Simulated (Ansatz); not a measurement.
**SiH2F− (SMILES F[SiH2-]): CCSDT(Q)/STO-3G**

Aim: the energy change on altering one bond length of SiH2F− at CCSDT(Q)/STO-3G, from 2 runs. 

The results are computed with Ansatz 0.2.0.

3 further runs of the same task are left out: 2 that didn't finish, 1 set aside as unsound or not needed.

## (1) Starting point

The species is SiH2F− (4 atoms), meant as a singlet with charge -1. SMILES: `F[SiH2-]`. The shape is that of a GFN2-xTB optimisation.

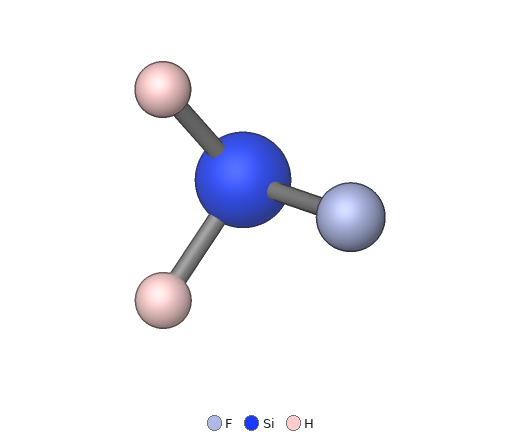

Viewed from a chosen angle; fluorine light blue, silicon blue, hydrogen pink.

## (2) A single-point energy at CCSDT(Q)/STO-3G

The input, input.yaml:

```yaml
crystal:
  periodic: [false, false, false]
  atoms:
    - {symbol: F, position_ang: [1.224230, 0.690850, -0.383870]}
    - {symbol: Si, position_ang: [-0.114010, -0.391590, -0.440070]}
    - {symbol: H, position_ang: [-1.185360, 0.658330, -0.143280]}
    - {symbol: H, position_ang: [0.075140, -0.957590, 0.967210]}
basis:
  gaussian:
    orbitals: STO-3G
correlation:
  method: ccsdt_q
  frozen_orbitals: {F: 1, H: 0, Si: 5}
accuracy: high
total_charge: -1
scf:
  omitted_lower_state_checks: [cluster_reference, increment]
```

Run with:

```sh
ansatz run input.yaml --threads 1 --pin off --max-ram 2610MiB --events-out events.jsonl --progress --plain --runs-dir runs
```

Output (excerpt; [...] marks lines left out):

```text
Warning: RAYON_NUM_THREADS=1 ignored (pool sized by the plan → 1); use --threads N
Functional definition: HF
  name "HF"
[...]
267 factors; integrals over basis functions are off by at most 2.8e-8 eV
[...]
mean field -10465.17682833 eV, -384.5881548896 hartree, gradient 6.8e-8 eV, S^2 0.000000; 0 other end points of the search recorded, 0 dependent functions left out
6 core orbitals not correlated: weight in the atoms' cores, before any rotation towards them, 1.000 or more for the frozen orbitals, at most 0.000 for the correlated occupied ones
reference -10465.17682833 eV, -384.5881548896 hartree; 7, 7 occupied and 3, 3 virtual orbitals, 267 factors
second order -1.20053606 eV of doubles, -0.00000000 eV of singles
cycle   1  -1.49789495 eV  change   -3.0e-1 eV  update   5.7e-2
[...]
cycle  23  -1.71694804 eV  change  -3.8e-10 eV  update  7.5e-10
perturbative correction -0.00035433 eV, -0.0000130214 hartree
Total energy: -10466.89413070 eV, -384.6512645876 hartree
Checks for a lower state left out: cluster_reference, increment
```

Run time: 0.16 s. Hardware: 1 thread of Arm Neoverse V2, shared host.

## (3) The distorted shape, same level

The input, molecule.yaml:

```yaml
crystal:
  periodic: [false, false, false]
  atoms:
    - {symbol: F, position_ang: [1.558822, 0.961486, -0.369819]}
    - {symbol: Si, position_ang: [-0.114010, -0.391590, -0.440070]}
    - {symbol: H, position_ang: [-1.185360, 0.658330, -0.143280]}
    - {symbol: H, position_ang: [0.075140, -0.957590, 0.967210]}
basis:
  gaussian: {orbitals: STO-3G}
total_charge: -1
correlation: {method: ccsdt_q, frozen_orbitals: {F: 1, H: 0, Si: 5}}
accuracy: high
scf: {omitted_lower_state_checks: [cluster_reference, increment]}
```

Run with:

```sh
ansatz run molecule.yaml --threads 1 --pin off --max-ram 2610MiB --events-out events.jsonl --progress --plain --runs-dir runs
```

Output (excerpt; [...] marks lines left out):

```text
Warning: RAYON_NUM_THREADS=1 ignored (pool sized by the plan → 1); use --threads N
[... 2 set-up lines as earlier in the session ...]
[...]
262 factors; integrals over basis functions are off by at most 2.8e-8 eV
[...]
mean field -10463.18679874 eV, -384.5150226510 hartree, gradient 5.3e-9 eV, S^2 0.000000; 0 other end points of the search recorded, 0 dependent functions left out; unrestricted orbitals would lower it
6 core orbitals not correlated: weight in the atoms' cores, before any rotation towards them, 1.000 or more for the frozen orbitals, at most 0.000 for the correlated occupied ones
reference -10463.18679874 eV, -384.5150226510 hartree; 7, 7 occupied and 3, 3 virtual orbitals, 262 factors
second order -1.50301806 eV of doubles, -0.00000000 eV of singles
cycle   1  -1.87914594 eV  change   -3.8e-1 eV  update   8.8e-2
[...]
cycle  33  -2.26585618 eV  change  -2.5e-12 eV  update   1.1e-9
perturbative correction 0.00226679 eV, 0.0000833028 hartree
Total energy: -10465.45038814 eV, -384.5982080271 hartree
Checks for a lower state left out: cluster_reference, increment
```

Wall time 0.18 s (1 thread of Arm Neoverse V2, shared host).

## (4) Outcome

At CCSDT(Q)/STO-3G, 6 core orbitals frozen:

```
                                                          quantity          value
                                         first shape: total energy  -384.65126 Eh
          first shape: correlation energy (6 core orbitals frozen)      -63.1 mEh
                                        first shape: T1 diagnostic          0.009
                                     distorted shape: total energy  -384.59821 Eh
      distorted shape: correlation energy (6 core orbitals frozen)      -83.2 mEh
                                    distorted shape: T1 diagnostic          0.021
energy change with the F1–Si2 bond stretched from 1.722 to 2.153 Å       1.444 eV
```

In words: With the F1–Si2 bond stretched from 1.722 to 2.153 Å the energy rises by 1.44 eV (33 kcal/mol). The first shape isn't relaxed at this level, so the change isn't measured from a minimum. The minimal basis adds a large error of its own. The T1 diagnostic (distorted shape) of 0.021 is above the customary mark for such species, so a single reference may not serve. The restricted solution (distorted shape) is unstable to spin breaking: an unrestricted one lies lower.
